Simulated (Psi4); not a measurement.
# MP2/cc-pVDZ run of CH6BN (SMILES CBN)

What is the vertical singlet–triplet gap of CH6BN at MP2/cc-pVDZ? 

Program for the calculation: Psi4 1.11.

1 further run of the same task is left out (set aside as unsound or not needed).

### Step 1. The system as given

CH6BN: 9 atoms, total charge 0, spin state singlet. As SMILES, `CBN`. The shape is that of a PBE0-D4/def2-TZVP optimisation.

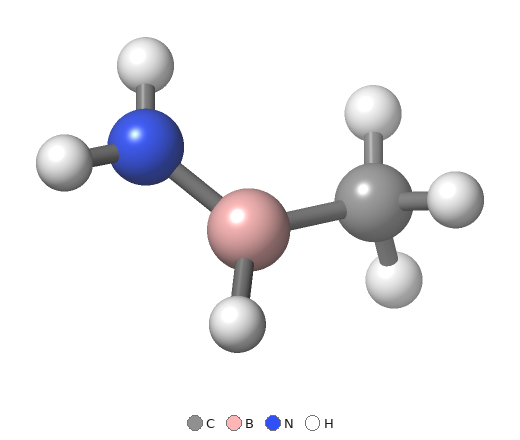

The structure, seen from a chosen angle (carbon grey, boron pink, nitrogen blue, hydrogen white).

### Step 2. The energy at MP2/cc-pVDZ

run.py

```python
import psi4

psi4.set_memory(2200000000)
psi4.set_num_threads(1)
psi4.set_output_file('psi4.out', False)

mol = psi4.geometry("""
0 1
C
B 1 1.568254
N 2 1.391517 1 121.98516
H 1 1.095507 2 110.334 3 -121.68428
H 1 1.095446 4 105.48598 2 119.21849
H 1 1.093917 5 107.97405 4 -115.22996
H 2 1.202282 3 116.96731 1 -179.98168
H 3 1.005127 2 123.20738 7 0.00708
H 3 1.006708 8 113.66708 2 179.99436
symmetry c1
no_reorient
no_com
""")

psi4.set_options({
    'basis': 'cc-pVDZ',
    'puream': True,
    'e_convergence': 1e-09,
    'd_convergence': 1e-08,
    'scf_type': 'pk',
    'num_frozen_docc': 3,
    'mp2_type': 'conv',
})

energy_value = psi4.energy("mp2")
print(f'total energy {energy_value:.8f} hartree = {energy_value * 27.211386:.5f} eV')
```

Started as:

```console
$ python run.py
```

psi4.out:

```text
[...]
  Running in c1 symmetry.
[...]
  Nuclear repulsion =   67.986733267850767
[...]
  Multiplicity = 1
[...]
  Nalpha       = 12
  Nbeta        = 12
[...]
    Number of basis functions: 72
[...]
   @RHF iter   1:  -120.42168321689110   -7.32133e-01   6.65817e-03 ADIIS/DIIS
[...]
   @RHF iter  11:  -120.55261543288172   -1.63425e-12   2.97192e-09 DIIS
[...]
    Orbital Energies [Eh]
    ---------------------
    Doubly Occupied:
       1A    -15.550243     2A    -11.189625     3A     -7.579566
       4A     -1.152588     5A     -0.931641     6A     -0.694472
       7A     -0.672628     8A     -0.560603     9A     -0.533808
      10A     -0.499238    11A     -0.443185    12A     -0.423888
[...]
  @RHF Final Energy:  -120.55261543288172
   => Energetics <=
    Nuclear Repulsion Energy =             67.9867332678507665
    One-Electron Energy =                -296.6157247031974862
    Two-Electron Energy =                 108.0763760024650111
    Total Energy =                       -120.5526154328817228
[...]
 Multipole Moments:
 ------------------------------------------------------------------------------------
     Multipole            Electronic (a.u.)      Nuclear  (a.u.)        Total (a.u.)
 ------------------------------------------------------------------------------------
 L = 1.  Multiply by 2.5417464519 to convert [e a0] to [Debye]
 Dipole X            :         -0.0011052            0.0013342            0.0002290
 Dipole Y            :         -0.5582887           -0.0075511           -0.5658398
 Dipole Z            :          2.0084667           -1.7655543            0.2429124
 Magnitude           :                                                    0.6157769
[...]
	SCS-MP2 Total Energy (a.u.)        :  -120.96099854912330
	SOS-MP2 Total Energy (a.u.)        :  -120.93038515323229
	SCSN-MP2 Total Energy (a.u.)       :  -120.71425416318628
[...]
	SOS-PI-MP2 Total Energy (a.u.)     :  -120.99334677329072
[...]
	MP2 Total Energy (a.u.)            :  -120.95926372084691
[...]
```

On the terminal:

```text
total energy -120.95926372 hartree = -3291.46922 eV
```

Wall time 16 s (1 thread of Intel Xeon at 2.50GHz (Skylake/Cascade Lake), shared host); peak memory 0.3 GiB.

### Step 3. The triplet

ch6bn.dat

```
memory 2.2 GB

molecule {
  0 3
  C     -0.665300     0.757700    -0.590300
  B      0.459400    -0.282900    -0.256200
  N      0.592800    -0.842800     1.010700
  H     -1.291900     0.390800    -1.410600
  H     -0.224600     1.692200    -0.954300
  H     -1.319900     0.998900     0.252300
  H      1.248800    -0.632800    -1.092800
  H      1.306200    -1.511000     1.244900
  H     -0.016800    -0.616400     1.779200
  symmetry c1
}

set {
  basis           cc-pVDZ
  reference       uhf
  puream          true
  e_convergence   1e-09
  d_convergence   1e-08
  scf_type        pk
  num_frozen_docc 3
  mp2_type        conv
  maxiter         100
}

energy('mp2')
```

Started as:

```console
$ psi4 -n 1 ch6bn.dat ch6bn.out
```

ch6bn.out:

```text
[...]
  Running in c1 symmetry.
[...]
  Nuclear repulsion =   67.986732290150556
[...]
  Multiplicity = 3
[...]
  Nalpha       = 13
  Nbeta        = 11
[...]
    Number of basis functions: 72
[...]
   @UHF iter   1:  -120.10996927732391   -4.20419e-01   7.04261e-03 DIIS/ADIIS
[...]
   @UHF iter  21:  -120.26968032951281   -4.50484e-12   4.04472e-09 DIIS
[...]
   @S^2 Observed:                2.015254973E+00
[...]
    Orbital Energies [Eh]
    ---------------------
    Alpha Occupied:
       1A    -15.505667     2A    -11.237188     3A     -7.567103
       4A     -1.134774     5A     -0.966529     6A     -0.759659
       7A     -0.656141     8A     -0.599747     9A     -0.562149
      10A     -0.544693    11A     -0.510110    12A     -0.445917
      13A     -0.150307
    Alpha Virtual:
      14A      0.190192    15A      0.214743    16A      0.231854
      17A      0.259772    18A      0.270731    19A      0.292437
      20A      0.319298    21A      0.391457    22A      0.450857
      23A      0.481755    24A      0.555803    25A      0.639846
[...]
  @UHF Final Energy:  -120.26968032951281
   => Energetics <=
    Nuclear Repulsion Energy =             67.9867322901505560
    One-Electron Energy =                -296.3746983803358717
    Two-Electron Energy =                 108.1182857606725207
    Total Energy =                       -120.2696803295128092
  UHF NO Occupations:
  HONO-2 :   11  A 1.9951693
  HONO-1 :   12  A 1.0000000
[...]
 Multipole Moments:
 ------------------------------------------------------------------------------------
     Multipole            Electronic (a.u.)      Nuclear  (a.u.)        Total (a.u.)
 ------------------------------------------------------------------------------------
 L = 1.  Multiply by 2.5417464519 to convert [e a0] to [Debye]
 Dipole X            :          1.3538037           -1.2695409            0.0842628
 Dipole Y            :         -1.2501914            1.1700690           -0.0801224
 Dipole Z            :          0.3973699           -0.3693862            0.0279836
 Magnitude           :                                                    0.1195947
[...]
	SCS-MP2 Total Energy (a.u.)        :  -120.66859069052184
	SOS-MP2 Total Energy (a.u.)        :  -120.66705346323091
	SCSN-MP2 Total Energy (a.u.)       :  -120.43919151622676
[...]
	SOS-PI-MP2 Total Energy (a.u.)     :  -120.69762062736307
[...]
	MP2 Total Energy (a.u.)            :  -120.67166514510370
[...]
```

Run time: 20 s. Hardware: 1 thread of Intel Xeon at 2.50GHz (Skylake/Cascade Lake), shared host; peak memory 0.32 GiB.

### Step 4. Outcome

At MP2/cc-pVDZ, 3 core orbitals frozen:

| quantity | value |
| --- | --- |
| singlet: total energy | -120.95926 Eh |
| singlet: HOMO energy (Hartree–Fock orbitals) | -11.53 eV |
| singlet: LUMO energy (Hartree–Fock orbitals) | 4.87 eV |
| singlet: HOMO–LUMO gap (Hartree–Fock orbitals) | 16.41 eV |
| singlet: correlation energy (3 core orbitals frozen) | -406.6 mEh |
| triplet: total energy | -120.67167 Eh |
| triplet: HOMO energy (Hartree–Fock orbitals) (highest over α and β) | -4.09 eV |
| triplet: LUMO energy (Hartree–Fock orbitals) (lowest over α and β) | -2.13 eV |
| triplet: correlation energy (3 core orbitals frozen) | -402.0 mEh |
| triplet: ⟨S²⟩ of the reference determinant | 2.015 |
| vertical energy of the triplet above the singlet | 7.826 eV |

At this shape the triplet lies 7.83 eV (180 kcal/mol) above the singlet.
